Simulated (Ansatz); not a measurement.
**SiH3 (silyl radical) at 6 levels**

We compute a comparison of 6 runs (U-r2SCAN/3-21G, U-r2SCAN0/3-21G, UBLYP/6-31G*, RPA@PBE/6-31G*, UCCSD/3-21G, UCCSD/6-31G*) of SiH3 (silyl radical). 

The calculation is run with Ansatz 0.2.0.

61 further runs of the same task are left out: 61 set aside as unsound or not needed.

## 1. The structure to begin with

The species is SiH3 (4 atoms), meant as a doublet with charge 0. As SMILES, `[SiH3]`. The H2–Si1 distance was set to 1.811 Å, away from the relaxed value.

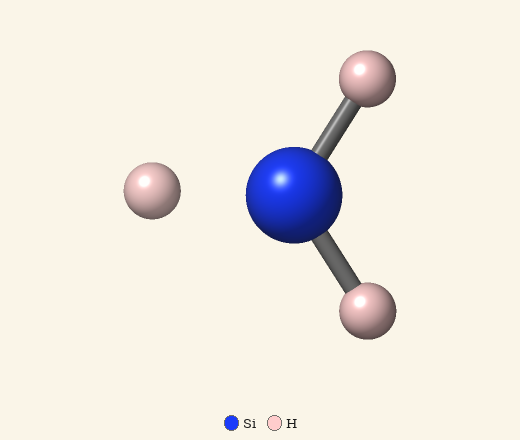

Viewed from a chosen angle; silicon blue, hydrogen pink.

## 2. The energy at U-r2SCAN/3-21G (run 1)

The input, input.yaml:

```yaml
crystal:
  periodic: [false, false, false]
  atoms:
    - {symbol: Si, position_ang: [0.111422, -0.189070, -0.420273]}
    - {symbol: H, position_ang: [0.587110, 0.661780, 1.105640]}
    - {symbol: H, position_ang: [-0.290098, -1.571760, -0.261793]}
    - {symbol: H, position_ang: [-0.693848, 0.588540, -1.339123]}
basis:
  gaussian:
    orbitals: 3-21G.json
magnetization:
  spin_polarized: true
  initial_magnetization: 1
hamiltonian:
  xc: r2scan
accuracy: high
```

The basis set 3-21G is read from a file made from the Basis Set Exchange's data (not shown).

Command:

```console
ansatz run input.yaml --threads 1 --pin off --max-ram 2610MiB --events-out events.jsonl --progress --plain --runs-dir runs
```

Log:

```text
Warning: RAYON_NUM_THREADS=1 ignored (pool sized by the plan → 1); use --threads N
Functional definition: r2SCAN
  name "r2SCAN"
  parameter k0 = 0.174
  parameter k1 = 0.065
  parameter a1 = 4.9479
  exchange = r2scan_x(k0 = k0, k1 = k1, a1 = a1)
  correlation = r2scan_c
376 factors; integrals over basis functions are off by at most 3.2e-9 eV
mean field evaluation 1: about -7880.5642 eV, gradient 3.3e0 eV
mean field evaluation 2: about -7880.6713 eV, gradient 1.2e0 eV
mean field evaluation 4: about -7880.6870 eV, gradient 1.7e-1 eV
mean field evaluation 8: about -7880.6766 eV, gradient 2.0e-2 eV
mean field evaluation 16: about -7880.6766 eV, gradient 5.8e-7 eV
mean field -7880.67663491 eV, -289.6095246183 hartree, gradient 4.0e-8 eV, S^2 0.755216; 0 other end points of the search recorded, 0 dependent functions left out
reference -7880.67663637 eV, -289.6095246723 hartree; 9, 8 occupied and 10, 11 virtual orbitals, 376 factors
Total energy: -7880.67663637 eV, -289.6095246723 hartree
```

It took 2.5 s on 1 thread of Arm Neoverse V2, shared host; peak memory 0.17 GiB.

## 3. A single-point energy at U-r2SCAN0/3-21G (run 2)

The input, run.yaml:

```yaml
crystal:
  periodic: [false, false, false]
  atoms:
    - {symbol: Si, position_ang: [0.111422, -0.189070, -0.420273]}
    - {symbol: H, position_ang: [0.587110, 0.661780, 1.105640]}
    - {symbol: H, position_ang: [-0.290098, -1.571760, -0.261793]}
    - {symbol: H, position_ang: [-0.693848, 0.588540, -1.339123]}
basis:
  gaussian:
    orbitals: 3-21G.json
magnetization:
  spin_polarized: true
  initial_magnetization: 1
hamiltonian:
  xc: {name: r2SCAN0}
accuracy: high
```

The basis set 3-21G is read from a file made from the Basis Set Exchange's data (not shown).

Command:

```console
ansatz run run.yaml --threads 1 --pin off --max-ram 2610MiB --events-out events.jsonl --progress --plain --runs-dir runs
```

Log:

```text
Warning: RAYON_NUM_THREADS=1 ignored (pool sized by the plan → 1); use --threads N
Functional definition: r2SCAN0
  name "r2SCAN0"
  parameter a = 0.25
[... 3 set-up lines as earlier in the session ...]
  exchange = (1 - a)*r2scan_x(k0 = k0, k1 = k1, a1 = a1) + a*exact_x
[... 1 set-up line as earlier in the session ...]
376 factors; integrals over basis functions are off by at most 3.2e-9 eV
mean field evaluation 1: about -7880.6604 eV, gradient 2.3e0 eV
mean field evaluation 2: about -7880.7303 eV, gradient 6.6e-1 eV
mean field evaluation 4: about -7880.7393 eV, gradient 1.6e-1 eV
mean field evaluation 8: about -7880.7329 eV, gradient 2.0e-2 eV
mean field evaluation 16: about -7880.7329 eV, gradient 4.6e-6 eV
mean field -7880.73289833 eV, -289.6115922610 hartree, gradient 8.6e-8 eV, S^2 0.755175; 0 other end points of the search recorded, 0 dependent functions left out
reference -7880.73289945 eV, -289.6115923022 hartree; 9, 8 occupied and 10, 11 virtual orbitals, 376 factors
Total energy: -7880.73289945 eV, -289.6115923022 hartree
```

Run time: 2.4 s. Hardware: 1 thread of Arm Neoverse V2, shared host; peak memory 0.17 GiB.

## 4. The energy at UBLYP/6-31G(d) (spherical functions) (run 3)

Changes to run.yaml since step 3:

```diff
@@ -8,9 +8,5 @@
 basis:
-  gaussian:
-    orbitals: 3-21G.json
-magnetization:
-  spin_polarized: true
-  initial_magnetization: 1
-hamiltonian:
-  xc: {name: r2SCAN0}
+  gaussian: {orbitals: 6-31G_st_-spherical.json}
+magnetization: {spin_polarized: true, initial_magnetization: 1}
+hamiltonian: {xc: {name: BLYP}}
 accuracy: high
```

The basis set 6-31G* is read from a file made from the Basis Set Exchange's data (not shown).

Command:

```console
ansatz run run.yaml --threads 1 --pin off --max-ram 2610MiB --events-out events.jsonl --progress --plain --runs-dir runs
```

Log:

```text
Warning: RAYON_NUM_THREADS=1 ignored (pool sized by the plan → 1); use --threads N
Functional definition: BLYP
  name "BLYP"
  parameter beta = 0.0042
  parameter a = 0.04918
  parameter b = 0.132
  parameter c = 0.2533
  parameter d = 0.349
  exchange = b88_x(beta = beta)
  correlation = lyp_c(a = a, b = b, c = c, d = d)
450 factors; integrals over basis functions are off by at most 5.1e-9 eV
mean field evaluation 1: about -7922.7105 eV, gradient 6.8e0 eV
mean field evaluation 2: about -7923.0653 eV, gradient 3.0e0 eV
mean field evaluation 4: about -7923.1504 eV, gradient 1.6e-1 eV
mean field evaluation 8: about -7923.1449 eV, gradient 5.0e-3 eV
mean field evaluation 16: about -7923.1449 eV, gradient 1.8e-7 eV
mean field -7923.14493139 eV, -291.1702057281 hartree, gradient 5.5e-8 eV, S^2 0.751830; 0 other end points of the search recorded, 0 dependent functions left out
reference -7923.14497444 eV, -291.1702073100 hartree; 9, 8 occupied and 15, 16 virtual orbitals, 450 factors
Total energy: -7923.14497444 eV, -291.1702073100 hartree
```

It took 1.1 s on 1 thread of Arm Neoverse V2, shared host; peak memory 0.11 GiB.

Runs 4 to 5 aren't shown in full; the table further down has their settings and results.

## 5. A single-point energy at UCCSD/6-31G(d) (spherical functions) (run 6)

Changes to input.yaml since step 2:

```diff
@@ -1 +1,4 @@
+basis:
+  gaussian:
+    orbitals: 6-31G_st_-spherical.json
 crystal:
@@ -7,5 +10,2 @@
     - {symbol: H, position_ang: [-0.693848, 0.588540, -1.339123]}
-basis:
-  gaussian:
-    orbitals: 3-21G.json
 magnetization:
@@ -13,4 +13,7 @@
   initial_magnetization: 1
-hamiltonian:
-  xc: r2scan
+correlation:
+  method: ccsd
+  frozen_orbitals: {H: 0, Si: 5}
 accuracy: high
+scf:
+  omitted_lower_state_checks: [cluster_reference, increment]
```

The basis set 6-31G* is read from a file made from the Basis Set Exchange's data (not shown).

Command:

```console
ansatz run input.yaml --threads 1 --pin off --max-ram 2610MiB --events-out events.jsonl --progress --plain --runs-dir runs
```

Log (excerpt; [...] marks lines left out):

```text
Warning: RAYON_NUM_THREADS=1 ignored (pool sized by the plan → 1); use --threads N
Functional definition: HF
  name "HF"
[...]
450 factors; integrals over basis functions are off by at most 5.1e-9 eV
[...]
mean field -7906.94336819 eV, -290.5748092623 hartree, gradient 5.0e-8 eV, S^2 0.757384; 0 other end points of the search recorded, 0 dependent functions left out
5 core orbitals not correlated: weight in the atoms' cores, before any rotation towards them, 1.000 or more for the frozen orbitals, at most 0.000 for the correlated occupied ones
reference -7906.94336819 eV, -290.5748092623 hartree; 4, 3 occupied and 15, 16 virtual orbitals, 450 factors
second order -1.92323845 eV of doubles, -0.00000000 eV of singles
cycle   1  -2.36699601 eV  change   -4.4e-1 eV  update   5.9e-2
[...]
cycle  22  -2.59850425 eV  change  -4.5e-10 eV  update  7.2e-10
Total energy: -7909.54187244 eV, -290.6703025322 hartree
Checks for a lower state left out: cluster_reference, increment
```

Wall time 0.26 s (1 thread of Arm Neoverse V2, shared host).

## 6. The series

| run | level | frozen core orbitals | energy (Eh) | ⟨S²⟩ | wall time |
| --- | --- | --- | --- | --- | --- |
| 1 | U-r2SCAN/3-21G | – | -289.609525 | 0.755 | 2.5 s |
| 2 | U-r2SCAN0/3-21G | – | -289.611592 | 0.755 | 2.4 s |
| 3 | UBLYP/6-31G* (spherical functions) | – | -291.170207 | 0.752 | 1.1 s |
| 4 | RPA@PBE/6-31G* (spherical functions) | 5 | -290.731618 | 0.753 | 1.4 s |
| 5 | UCCSD/3-21G | 5 | -289.129196 | 0.763 | 0.16 s |
| 6 | UCCSD/6-31G* (spherical functions) | 5 | -290.670303 | 0.757 | 0.26 s |

## 7. Results

```
                                          quantity          value
                               run 6: total energy  -290.67030 Eh
run 6: correlation energy (5 core orbitals frozen)      -95.5 mEh
          run 6: ⟨S²⟩ of the reference determinant          0.757
                              run 6: T1 diagnostic          0.016
```

Totals of different functionals can't be ranked against each other. All runs together took 7.8 s, the longest 2.5 s.
